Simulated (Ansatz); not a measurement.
# BH2Br + NH3: a complex and its separated parts, part 2 of 2

Ansatz 0.2.0, Gaussian basis. The steps go on from the part before.

**13. CAM-B3LYP-D4/def2-TZVPP**

The inputs:

parta/in.yaml

```yaml
crystal:
  periodic: [false, false, false]
  atoms:
    - {symbol: B, position_ang: [-0.842035, -0.497877, -0.456481]}
    - {symbol: Br, position_ang: [-0.963433, 0.914268, -1.708518]}
    - {symbol: H, position_ang: [-1.459451, -0.397783, 0.554152]}
    - {symbol: H, position_ang: [-0.153405, -1.426388, -0.732624]}
basis:
  gaussian: {orbitals: def2-TZVPP}
hamiltonian: {xc: {name: CAM-B3LYP}, dispersion: d4}
```

partb/in.yaml

```yaml
crystal:
  periodic: [false, false, false]
  atoms:
    - {symbol: H, position_ang: [1.419990, 0.356819, -0.171064]}
    - {symbol: N, position_ang: [0.633811, 0.235286, 0.455207]}
    - {symbol: H, position_ang: [0.955536, -0.332816, 1.229036]}
    - {symbol: H, position_ang: [0.408988, 1.148388, 0.830392]}
basis:
  gaussian: {orbitals: def2-TZVPP}
hamiltonian: {xc: {name: CAM-B3LYP}, dispersion: d4}
```

One command serves all of them, each in its own folder.

On the command line:

```
$ ansatz run in.yaml --threads 4 --pin off --events-out ev --progress --plain --max-ram 9574MiB
```

Log of parta, cut to the lines that bear on the results:

```text
Functional definition: CAM-B3LYP
  name "CAM-B3LYP"
  cite "Yanai, Tew & Handy, Chem. Phys. Lett. 393, 51 (2004) doi:10.1016/j.cplett.2004.06.011"
  cite "Iikura, Tsuneda, Yanai & Hirao, J. Chem. Phys. 115, 3540 (2001) doi:10.1063/1.1383587"
  cite "Becke, Phys. Rev. A 38, 3098 (1988) doi:10.1103/PhysRevA.38.3098"
  cite "Lee, Yang & Parr, Phys. Rev. B 37, 785 (1988) doi:10.1103/PhysRevB.37.785"
[...]
  # Exact exchange under (alpha + beta erf(omega r))/r, Becke's under what is left of 1/r.
[...]
700 factors; their error is unknown
154 factors; integrals over basis functions are off by at most 5.2e-5 eV
[...]
mean field -70758.57066052 eV, -2600.3295098923 hartree, gradient 2.6e-5 eV, S^2 0.000000; 0 other end points of the search recorded, 0 dependent functions left out
reference -70758.57075992 eV, -2600.3295135454 hartree; 21, 21 occupied and 86, 86 virtual orbitals, 700 factors
Total energy: -70758.60831128 eV, -2600.3308935321 hartree
```

Log of partb, cut to the lines that bear on the results:

```text
[... 6 set-up lines as earlier in the session ...]
[...]
  # Exact exchange under (alpha + beta erf(omega r))/r, Becke's under what is left of 1/r.
[...]
332 factors; their error is unknown
102 factors; integrals over basis functions are off by at most 1.4e-5 eV
[...]
mean field -1539.00932948 eV, -56.5575496806 hartree, gradient 6.4e-5 eV, S^2 0.000000; 0 other end points of the search recorded, 0 dependent functions left out
reference -1539.00939757 eV, -56.5575521828 hartree; 5, 5 occupied and 68, 68 virtual orbitals, 332 factors
Total energy: -1539.01812185 eV, -56.5578727941 hartree
```

They took 2.7 s (parta), 0.71 s (partb) on 4 threads of AMD EPYC, shared host.

**14. wB97X-V/def2-TZVPP**

The same edit goes into each in.yaml of step 13 (parta, partb):

```diff
-hamiltonian: {xc: {name: CAM-B3LYP}, dispersion: d4}
+hamiltonian: {xc: {name: wB97X-V}}
```

One command serves all of them, each in its own folder.

On the command line:

```
$ ansatz run in.yaml --threads 4 --pin off --events-out ev --progress --plain --max-ram 9574MiB
```

Output in parta, cut to the lines that bear on the results:

```text
Functional definition: wB97X-V
  name "wB97X-V"
  cite "Mardirossian & Head-Gordon, Phys. Chem. Chem. Phys. 16, 9904 (2014) doi:10.1039/C3CP54374A"
[... 2 set-up lines as earlier in the session ...]
[...]
      + integral(e_c_pw_opposite_spin*poly(b97_u_opposite, cos0, cos1)) + vv10(b, c)
700 factors; their error is unknown
140 factors; integrals over basis functions are off by at most 7.3e-5 eV
[...]
mean field -70749.09568459 eV, -2599.9813109491 hartree, gradient 8.1e-6 eV, S^2 0.000000; 0 other end points of the search recorded, 0 dependent functions left out
reference -70749.09568302 eV, -2599.9813108915 hartree; 21, 21 occupied and 86, 86 virtual orbitals, 700 factors
Total energy: -70749.09568302 eV, -2599.9813108915 hartree
```

partb printed, cut to the lines that bear on the results:

```text
[... 5 set-up lines as earlier in the session ...]
[...]
      + integral(e_c_pw_opposite_spin*poly(b97_u_opposite, cos0, cos1)) + vv10(b, c)
332 factors; their error is unknown
93 factors; integrals over basis functions are off by at most 8.0e-6 eV
[...]
mean field -1539.14322821 eV, -56.5624703679 hartree, gradient 1.3e-5 eV, S^2 0.000000; 0 other end points of the search recorded, 0 dependent functions left out
reference -1539.14322711 eV, -56.5624703275 hartree; 5, 5 occupied and 68, 68 virtual orbitals, 332 factors
Total energy: -1539.14322711 eV, -56.5624703275 hartree
```

Wall times: 3.6 s (parta), 1.2 s (partb) on 4 threads of AMD EPYC, shared host.

**15. wB97M-V/def2-TZVPP**

The same edit goes into each in.yaml of step 14 (parta, partb):

```diff
-hamiltonian: {xc: {name: wB97X-V}}
+hamiltonian: {xc: {name: wB97M-V}}
```

One command serves all of them, each in its own folder.

On the command line:

```
$ ansatz run in.yaml --threads 4 --pin off --events-out ev --progress --plain --max-ram 9574MiB
```

parta printed, cut to the lines that bear on the results:

```text
Functional definition: wB97M-V
  name "wB97M-V"
  cite "Mardirossian & Head-Gordon, J. Chem. Phys. 144, 214110 (2016) doi:10.1063/1.4952647"
[... 2 set-up lines as earlier in the session ...]
  # Of w^i u^j: cxij and so on, Table III.
[...]
  gx(w, u) = 1 - cx + cx01*u + cx10*w
[...]
      + integral(e_c_pw_mod_opposite_spin*gos(b97_w_opposite, b97_u_opposite)) + vv10(b, c)
695 factors; their error is unknown
140 factors; integrals over basis functions are off by at most 7.3e-5 eV
[...]
mean field -70751.20683633 eV, -2600.0588943446 hartree, gradient 3.3e-5 eV, S^2 0.000000; 0 other end points of the search recorded, 0 dependent functions left out
reference -70751.20687486 eV, -2600.0588957607 hartree; 21, 21 occupied and 86, 86 virtual orbitals, 695 factors
Total energy: -70751.20687486 eV, -2600.0588957607 hartree
```

Log of partb, cut to the lines that bear on the results:

```text
[... 5 set-up lines as earlier in the session ...]
  # Of w^i u^j: cxij and so on, Table III.
[...]
  gx(w, u) = 1 - cx + cx01*u + cx10*w
[...]
      + integral(e_c_pw_mod_opposite_spin*gos(b97_w_opposite, b97_u_opposite)) + vv10(b, c)
332 factors; their error is unknown
93 factors; integrals over basis functions are off by at most 8.0e-6 eV
[...]
mean field -1538.84212761 eV, -56.5514051250 hartree, gradient 5.5e-5 eV, S^2 0.000000; 0 other end points of the search recorded, 0 dependent functions left out
reference -1538.84215448 eV, -56.5514061125 hartree; 5, 5 occupied and 68, 68 virtual orbitals, 332 factors
Total energy: -1538.84215448 eV, -56.5514061125 hartree
```

They took 3.8 s (parta), 1.2 s (partb) on 4 threads of AMD EPYC, shared host.

**16. B2PLYP/def2-TZVPP**

Each input of step 15 (parta, partb) changes in the same lines:

```diff
-hamiltonian: {xc: {name: wB97M-V}}
+hamiltonian: {xc: {name: B2PLYP}}
```

Each run has its own folder and the same command.

On the command line:

```
$ ansatz run in.yaml --threads 4 --pin off --events-out ev --progress --plain --max-ram 9574MiB
```

Output in parta, cut to the lines that bear on the results:

```text
Functional definition: B2PLYP
  name "B2PLYP"
  cite "Grimme, J. Chem. Phys. 124, 034108 (2006) doi:10.1063/1.2148954"
[... 2 set-up lines as earlier in the session ...]
[...]
669 factors; integrals over basis functions are off by at most 1.4e-3 eV
[...]
mean field -70741.15158005 eV, -2599.6893704921 hartree, gradient 4.0e-6 eV, S^2 0.000000; 0 other end points of the search recorded, 0 dependent functions left out
10 core orbitals not correlated: weight in the atoms' cores, before any rotation towards them, 1.000 or more for the frozen orbitals, at most 0.000 for the correlated occupied ones
reference -70741.15171047 eV, -2599.6893752851 hartree; 11, 11 occupied and 86, 86 virtual orbitals, 669 factors
second order -12.38073926 eV of doubles, -0.00000000 eV of singles
Total energy: -70744.49451007 eV, -2599.8122209045 hartree
```

Log of partb, cut to the lines that bear on the results:

```text
[... 5 set-up lines as earlier in the session ...]
[...]
416 factors; integrals over basis functions are off by at most 9.7e-4 eV
[...]
mean field -1536.38023297 eV, -56.4609321658 hartree, gradient 8.4e-6 eV, S^2 0.000000; 0 other end points of the search recorded, 0 dependent functions left out
1 core orbitals not correlated: weight in the atoms' cores, before any rotation towards them, 1.000 or more for the frozen orbitals, at most 0.000 for the correlated occupied ones
reference -1536.38032320 eV, -56.4609354816 hartree; 4, 4 occupied and 68, 68 virtual orbitals, 416 factors
second order -7.62072643 eV of doubles, -0.00000000 eV of singles
Total energy: -1538.43791933 eV, -56.5365507448 hartree
```

Times: 2.4 s (parta), 0.86 s (partb) on 4 threads of AMD EPYC, shared host.

**17. PBE-QIDH/def2-TZVPP**

The same edit goes into each in.yaml of step 16 (parta, partb):

```diff
-hamiltonian: {xc: {name: B2PLYP}}
+hamiltonian: {xc: {name: PBE-QIDH}}
```

Each run has its own folder and the same command.

On the command line:

```
$ ansatz run in.yaml --threads 4 --pin off --events-out ev --progress --plain --max-ram 9574MiB
```

parta printed, cut to the lines that bear on the results:

```text
Functional definition: PBE-QIDH
  name "PBE-QIDH"
  cite "Brémond, Sancho-García, Pérez-Jiménez & Adamo, J. Chem. Phys. 141, 031101 (2014) doi:10.1063/1.4890314"
[... 1 set-up line as earlier in the session ...]
[...]
669 factors; integrals over basis functions are off by at most 1.4e-3 eV
[...]
mean field -70734.13902006 eV, -2599.4316636659 hartree, gradient 5.6e-6 eV, S^2 0.000000; 0 other end points of the search recorded, 0 dependent functions left out
10 core orbitals not correlated: weight in the atoms' cores, before any rotation towards them, 1.000 or more for the frozen orbitals, at most 0.000 for the correlated occupied ones
reference -70734.13903023 eV, -2599.4316640394 hartree; 11, 11 occupied and 86, 86 virtual orbitals, 669 factors
second order -11.56681056 eV of doubles, -0.00000000 eV of singles
Total energy: -70737.99463375 eV, -2599.5733548553 hartree
```

Log of partb, cut to the lines that bear on the results:

```text
[... 4 set-up lines as earlier in the session ...]
[...]
416 factors; integrals over basis functions are off by at most 9.7e-4 eV
[...]
mean field -1535.33289697 eV, -56.4224432777 hartree, gradient 2.1e-6 eV, S^2 0.000000; 0 other end points of the search recorded, 0 dependent functions left out
1 core orbitals not correlated: weight in the atoms' cores, before any rotation towards them, 1.000 or more for the frozen orbitals, at most 0.000 for the correlated occupied ones
reference -1535.33290374 eV, -56.4224435264 hartree; 4, 4 occupied and 68, 68 virtual orbitals, 416 factors
second order -7.10205991 eV of doubles, -0.00000000 eV of singles
Total energy: -1537.70025704 eV, -56.5094421556 hartree
```

They took 2.5 s (parta), 0.86 s (partb) on 4 threads of AMD EPYC, shared host.

**18. RPA on PBE/def2-TZVPP**

The same edit goes into each in.yaml of step 17 (parta, partb):

```diff
-hamiltonian: {xc: {name: PBE-QIDH}}
+hamiltonian: {xc: pbe}
+correlation: {method: rpa}
```

One command serves all of them, each in its own folder.

On the command line:

```
$ ansatz run in.yaml --threads 4 --pin off --events-out ev --progress --plain --max-ram 9574MiB
```

Output in parta, cut to the lines that bear on the results:

```text
[... 4 set-up lines as earlier in the session ...]
[...]
669 factors; integrals over basis functions are off by at most 1.4e-3 eV
[...]
mean field -70743.77853727 eV, -2599.7859093894 hartree, gradient 4.7e-6 eV, S^2 0.000000; 0 other end points of the search recorded, 0 dependent functions left out
10 core orbitals not correlated: weight in the atoms' cores, before any rotation towards them, 1.000 or more for the frozen orbitals, at most 0.000 for the correlated occupied ones
reference -70702.36132927 eV, -2598.2638550690 hartree; 11, 11 occupied and 86, 86 virtual orbitals, 669 factors
Total energy: -70719.14965897 eV, -2598.8808148058 hartree
```

Output in partb, cut to the lines that bear on the results:

```text
[... 4 set-up lines as earlier in the session ...]
[...]
416 factors; integrals over basis functions are off by at most 9.7e-4 eV
[...]
mean field -1537.73139876 eV, -56.5105865927 hartree, gradient 7.3e-6 eV, S^2 0.000000; 0 other end points of the search recorded, 0 dependent functions left out
1 core orbitals not correlated: weight in the atoms' cores, before any rotation towards them, 1.000 or more for the frozen orbitals, at most 0.000 for the correlated occupied ones
reference -1529.64092145 eV, -56.2132670355 hartree; 4, 4 occupied and 68, 68 virtual orbitals, 416 factors
Total energy: -1540.11750582 eV, -56.5982744096 hartree
```

They took 2.1 s (parta), 0.97 s (partb) on 4 threads of AMD EPYC, shared host.

**19. CCSD(T)/def2-TZVPP**

The same edit goes into each in.yaml of step 18 (parta, partb):

```diff
-hamiltonian: {xc: pbe}
-correlation: {method: rpa}
+correlation: {method: ccsd_t}
```

One command serves all of them, each in its own folder.

On the command line:

```
$ ansatz run in.yaml --threads 4 --pin off --events-out ev --progress --plain --max-ram 9574MiB
```

Output in parta, cut to the lines that bear on the results:

```text
Functional definition: HF
  name "HF"
  cite "Fock, Z. Phys. 61, 126 (1930) doi:10.1007/BF01340294"
[... 1 set-up line as earlier in the session ...]
[...]
669 factors; integrals over basis functions are off by at most 1.4e-3 eV
[...]
mean field -70703.04008056 eV, -2598.2887987189 hartree, gradient 1.2e-6 eV, S^2 0.000000; 0 other end points of the search recorded, 0 dependent functions left out
10 core orbitals not correlated: weight in the atoms' cores, before any rotation towards them, 1.000 or more for the frozen orbitals, at most 0.000 for the correlated occupied ones
reference -70703.04008056 eV, -2598.2887987189 hartree; 11, 11 occupied and 86, 86 virtual orbitals, 669 factors
second order -10.35633786 eV of doubles, -0.00000000 eV of singles
cycle   1  -10.58913682 eV  change   -2.3e-1 eV  update   6.6e-2
[...]
cycle   9  -10.88720382 eV  change    5.3e-6 eV  update   7.3e-6
perturbative correction -0.36542900 eV, -0.0134292682 hartree
Total energy: -70714.29271338 eV, -2598.7023253477 hartree
```

Log of partb, cut to the lines that bear on the results:

```text
[... 4 set-up lines as earlier in the session ...]
[...]
416 factors; integrals over basis functions are off by at most 9.7e-4 eV
[...]
mean field -1529.85272562 eV, -56.2210506952 hartree, gradient 4.0e-6 eV, S^2 0.000000; 0 other end points of the search recorded, 0 dependent functions left out
1 core orbitals not correlated: weight in the atoms' cores, before any rotation towards them, 1.000 or more for the frozen orbitals, at most 0.000 for the correlated occupied ones
reference -1529.85272562 eV, -56.2210506952 hartree; 4, 4 occupied and 68, 68 virtual orbitals, 416 factors
second order -6.38811721 eV of doubles, -0.00000000 eV of singles
cycle   1  -6.57720964 eV  change   -1.9e-1 eV  update   3.9e-2
[...]
cycle   9  -6.72906072 eV  change    3.4e-6 eV  update   2.3e-6
perturbative correction -0.20699238 eV, -0.0076068298 hartree
Total energy: -1536.78877872 eV, -56.4759459453 hartree
```

Wall times: 4.7 s (parta), 1.1 s (partb) on 4 threads of AMD EPYC, shared host.

**20. Vibrations of BH2Br**

vib-parta/in.yaml

```yaml
crystal:
  periodic: [false, false, false]
  atoms:
    - {symbol: B, position_ang: [-0.842035, -0.497877, -0.456481]}
    - {symbol: Br, position_ang: [-0.963433, 0.914268, -1.708518]}
    - {symbol: H, position_ang: [-1.459451, -0.397783, 0.554152]}
    - {symbol: H, position_ang: [-0.153405, -1.426388, -0.732624]}
basis:
  gaussian: {orbitals: def2-TZVP}
hamiltonian: {xc: pbe0, dispersion: d4}
phonons: {temperatures: {t_min: 298.15, t_max: 900, t_step: 200}}
```

On the command line:

```
$ ansatz run in.yaml --threads 4 --pin off --events-out ev --progress --plain --max-ram 9574MiB
```

What it wrote, cut to the lines that bear on the results:

```text
[... 5 set-up lines as earlier in the session ...]
[...]
670 factors; their error is unknown
[...]
mean field -70746.46701056 eV, -2599.8847089603 hartree, gradient 3.2e-5 eV, S^2 0.000000; 0 other end points of the search recorded, 0 dependent functions left out
[...]
Atom 1 at    -0.963433     0.914268    -1.708518 Å, force    -0.000003     0.000032    -0.000028 eV/Å
Atom 2 at    -1.459451    -0.397783     0.554152 Å, force     0.000077    -0.000309     0.000183 eV/Å
Atom 3 at    -0.153405    -1.426388    -0.732624 Å, force    -0.000031    -0.000224     0.000289 eV/Å
Dipole moment:     0.007239    -0.084212     0.074664 e Å
Vibrations: 702.97 812.91 965.31 1191.53 2622.61 2744.34 cm⁻¹, zero-point energy 0.560388 eV
```

It took 10 s on 4 threads of AMD EPYC, shared host.

The modes, with what each moves most:

| mode | wavenumber (cm⁻¹) | character |
| --- | --- | --- |
| 1 | 703 | B–Br stretch |
| 2 | 813 | bend |
| 3 | 965 | out-of-plane bend |
| 4 | 1192 | bend |
| 5 | 2623 | B–H stretch |
| 6 | 2744 | B–H stretch |

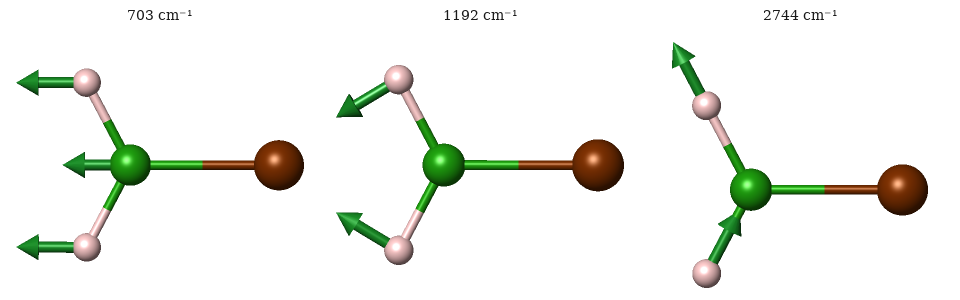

How the atoms move in 3 of the modes.

Vibrational sums (real modes only):

| T (K) | entropy (J/mol/K) | heat capacity (J/mol/K) |
| --- | --- | --- |
| 298 | 2.7 | 8.7 |
| 498 | 9.9 | 19.6 |
| 698 | 17.8 | 26.8 |
| 898 | 25.2 | 32.0 |

**21. Vibrations of NH3**

vib-partb/in.yaml

```yaml
crystal:
  periodic: [false, false, false]
  atoms:
    - {symbol: H, position_ang: [1.419990, 0.356819, -0.171064]}
    - {symbol: N, position_ang: [0.633811, 0.235286, 0.455207]}
    - {symbol: H, position_ang: [0.955536, -0.332816, 1.229036]}
    - {symbol: H, position_ang: [0.408988, 1.148388, 0.830392]}
basis:
  gaussian: {orbitals: def2-TZVP}
hamiltonian: {xc: pbe0, dispersion: d4}
phonons: {temperatures: {t_min: 298.15, t_max: 900, t_step: 200}}
```

On the command line:

```
$ ansatz run in.yaml --threads 4 --pin off --events-out ev --progress --plain --max-ram 9574MiB
```

What it wrote, cut to the lines that bear on the results:

```text
[... 5 set-up lines as earlier in the session ...]
[...]
287 factors; their error is unknown
[...]
mean field -1537.79931113 eV, -56.5130823261 hartree, gradient 1.5e-5 eV, S^2 0.000000; 0 other end points of the search recorded, 0 dependent functions left out
[...]
Atom 1 at     0.633811     0.235286     0.455207 Å, force    -0.003420    -0.001748    -0.002071 eV/Å
Atom 2 at     0.955536    -0.332816     1.229036 Å, force     0.001308    -0.003440     0.004039 eV/Å
Atom 3 at     0.408988     1.148388     0.830392 Å, force    -0.001693     0.004746     0.001739 eV/Å
Dipole moment:     0.276266     0.145951     0.163536 e Å
Vibrations: 1030.52 1669.38 1669.39 3503.61 3632.71 3632.73 cm⁻¹, zero-point energy 0.938458 eV
```

It took 3.9 s on 4 threads of AMD EPYC, shared host.

Wavenumbers and character of the modes:

| mode | wavenumber (cm⁻¹) | character |
| --- | --- | --- |
| 1 | 1031 | bend |
| 2 | 1669 | bend |
| 3 | 1669 | bend |
| 4 | 3504 | N–H stretch |
| 5 | 3633 | N–H stretch |
| 6 | 3633 | N–H stretch |

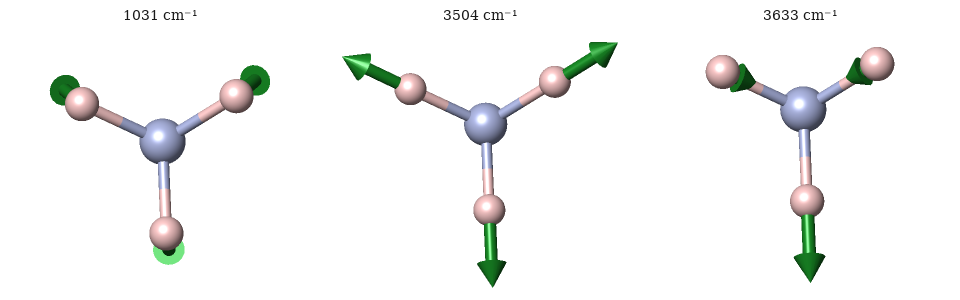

Displacements of 3 modes, as arrows.

Vibrational sums (real modes only):

| T (K) | entropy (J/mol/K) | heat capacity (J/mol/K) |
| --- | --- | --- |
| 298 | 0.4 | 1.8 |
| 498 | 2.6 | 7.4 |
| 698 | 6.0 | 13.4 |
| 898 | 10.1 | 18.8 |

**22. Complex less separated parts**

The complex's own energies come from single points at the same levels.

Rows are in def2-TZVPP; times add the 3 runs of a level on a shared host, so small differences are noise.

Differences are taken before rounding.

| method | rung | complex less parts (eV) | from CCSD(T) (eV) | time |
| --- | --- | --- | --- | --- |
| SPW92 | LDA | -1.891 | -0.525 | 3.1 s |
| PBE-D4 | GGA | -1.471 | -0.105 | 4.5 s |
| BLYP-D4 | GGA | -1.262 | +0.104 | 4.5 s |
| r2SCAN-D4 | meta-GGA | -1.455 | -0.089 | 8.7 s |
| B97M-V | meta-GGA | -1.348 | +0.018 | 14 s |
| PBE0-D4 | hybrid | -1.517 | -0.150 | 6.1 s |
| B3LYP-D4 | hybrid | -1.329 | +0.037 | 5.8 s |
| r2SCAN0-D4 | hybrid | -1.500 | -0.134 | 9.5 s |
| BHLYP-D4 | hybrid | -1.370 | -0.004 | 6.4 s |
| CAM-B3LYP-D4 | range-separated hybrid | -1.405 | -0.039 | 7.9 s |
| wB97X-V | range-separated hybrid | -1.417 | -0.051 | 14 s |
| wB97M-V | range-separated hybrid | -1.421 | -0.054 | 15 s |
| B2PLYP | double hybrid | -1.295 | +0.072 | 9.8 s |
| PBE-QIDH | double hybrid | -1.503 | -0.136 | 9.9 s |
| RPA on PBE | RPA | -1.248 | +0.118 | 8.7 s |
| Hartree-Fock | wavefunction | -1.028 | +0.338 |  |
| MP2 | wavefunction | -1.434 | -0.068 |  |
| CCSD | wavefunction | -1.328 | +0.038 |  |
| CCSD(T) | wavefunction | -1.366 | 0 | 72 s |

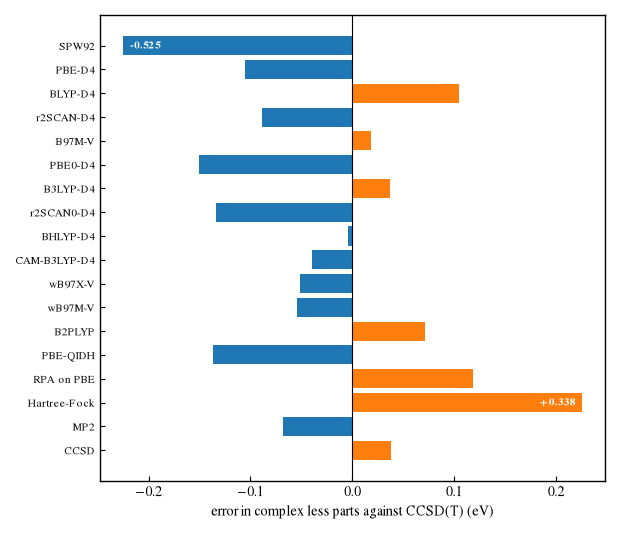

How far each level lands from CCSD(T). Bars with a number in them are cut short.

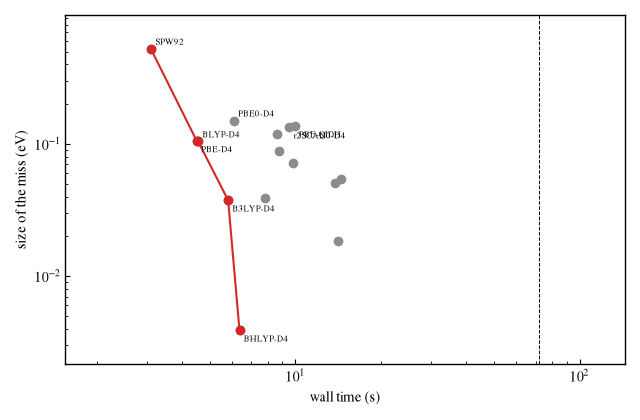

Accuracy for the time spent; red marks the levels that beat every quicker one drawn (of those quicker than the yardstick), and the dashed line is the time of CCSD(T). Only those levels and the largest misses are named. Times are from a shared host.

BHLYP-D4 reaches 0.004 eV from the reference in 6.4 s, where CCSD(T) took 72 s; the quickest level in the cost chart, SPW92, takes 3.1 s and misses by 0.525 eV.

The complex's zero-point energy, from a separate PBE0-D4 run, is 1.728 eV.

**23. Outcome**

What follows sums up all 2 parts.

| quantity | value |
| --- | --- |
| complex less parts, CCSD(T)/def2-TZVPP | -1.366 eV |
| with zero-point energy | -1.137 eV |
| largest T1 diagnostic | 0.010 |

In words: At CCSD(T) the complex lies 1.366 eV below its parts. BHLYP-D4 is the best functional here (-0.004 eV from CCSD(T)); SPW92 is the worst (-0.525 eV). By rung, the mean size of the error is: LDA 0.525, GGA 0.105, meta-GGA 0.054, hybrid 0.081, range-separated hybrid 0.048, double hybrid 0.104 eV. PBE-D4 gives a relative energy 0.105 eV too low, outside chemical accuracy (1 kcal/mol, 0.043 eV). No counterpoise was applied, and triple zeta lacks some correlation, so the CCSD(T) reference has a basis error of its own, and close matches with it are partly luck.
